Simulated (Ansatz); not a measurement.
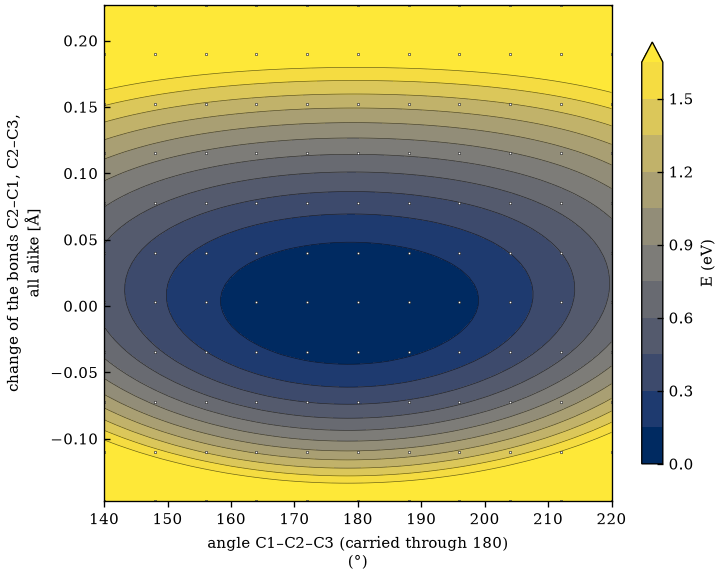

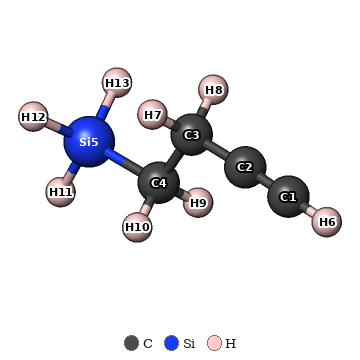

Energy landscape of C4H8Si, SMILES C#CCC[SiH3]. 
- The first coordinate is: angle C1–C2–C3 (carried through 180); the second: change of the bonds C2–C1, C2–C3, all alike.
- Nothing is relaxed (all other coordinates rigid).
- Grid: 11 × 11 points.
- Points are written as (first, second).
- Energies are in eV, from the relaxed molecule at the same level.
- Computed with RKS B3LYP-D4/def2-SVP in Ansatz.

The picture shows filled contours, dots at the grid points, one colour for all values above the top of the scale. Between grid points the surface is interpolated. The second picture is the structure at the lowest point.

Q: Summarise what can be read from the map.

A: The lowest grid point is at (180°, 0.003 Å), 0.0013 eV from the relaxed molecule at the same level. It is the only kind of minimum in the scanned range. The highest grid point, (220°, −0.147 Å), lies 3.07 eV above the lowest. Round the minimum the two coordinates are nearly uncoupled.

Grid values (eV):

```
second ↓, first →   140   148   156   164   172   180   188   196   204   212   220
            0.227  2.58  2.52  2.48  2.45  2.43  2.42  2.43  2.44  2.47  2.52  2.58
            0.190  2.02  1.94  1.88  1.84  1.82  1.81  1.82  1.84  1.89  1.95  2.04
            0.152  1.51  1.41  1.33  1.28  1.25  1.24  1.25  1.29  1.34  1.43  1.54
            0.115  1.09  0.97  0.87  0.81  0.77  0.76  0.77  0.82  0.89  0.99  1.13
            0.078  0.77  0.62  0.51  0.43  0.39  0.37  0.39  0.45  0.54  0.66  0.82
            0.040  0.58  0.40  0.27  0.17  0.12  0.11  0.13  0.20  0.30  0.45  0.64
            0.003  0.54  0.34  0.19  0.08  0.02  0.00  0.03  0.11  0.23  0.40  0.62
           −0.035  0.72  0.48  0.31  0.18  0.11  0.09  0.13  0.22  0.36  0.56  0.81
           −0.072  1.13  0.86  0.66  0.52  0.44  0.42  0.47  0.57  0.73  0.95  1.24
           −0.110  1.86  1.56  1.34  1.18  1.09  1.07  1.12  1.23  1.41  1.66  1.98
           −0.147  2.93  2.60  2.35  2.18  2.08  2.06  2.11  2.24  2.44  2.72  3.07
```

The input of one point:

```yaml
crystal:
  periodic: [false, false, false]
  atoms:
    - { symbol: C, position_ang: [-2.898851, -0.74809, 1.094251] }
    - { symbol: C, position_ang: [-1.863293, -0.180918, 0.80995] }
    - { symbol: C, position_ang: [-0.609683, 0.470878, 0.419445] }
    - { symbol: C, position_ang: [0.354431, -0.467936, -0.336885] }
    - { symbol: Si, position_ang: [1.984136, 0.347119, -0.853953] }
    - { symbol: H, position_ang: [-3.816628, -1.243215, 1.348751] }
    - { symbol: H, position_ang: [-0.8446, 1.352351, -0.203919] }
    - { symbol: H, position_ang: [-0.116744, 0.868378, 1.324862] }
    - { symbol: H, position_ang: [0.584622, -1.346519, 0.289767] }
    - { symbol: H, position_ang: [-0.143133, -0.861645, -1.239666] }
    - { symbol: H, position_ang: [2.842657, -0.635701, -1.577327] }
    - { symbol: H, position_ang: [1.720305, 1.511426, -1.752174] }
    - { symbol: H, position_ang: [2.722023, 0.840911, 0.347587] }
basis:
  gaussian: { orbitals: def2-SVP }
hamiltonian:
  xc: { name: B3LYP }
  dispersion: d4
output:
  forces: true
```

Time for the 121 points that were run: 20 min on 1 thread of Arm Neoverse N1 (shared host).
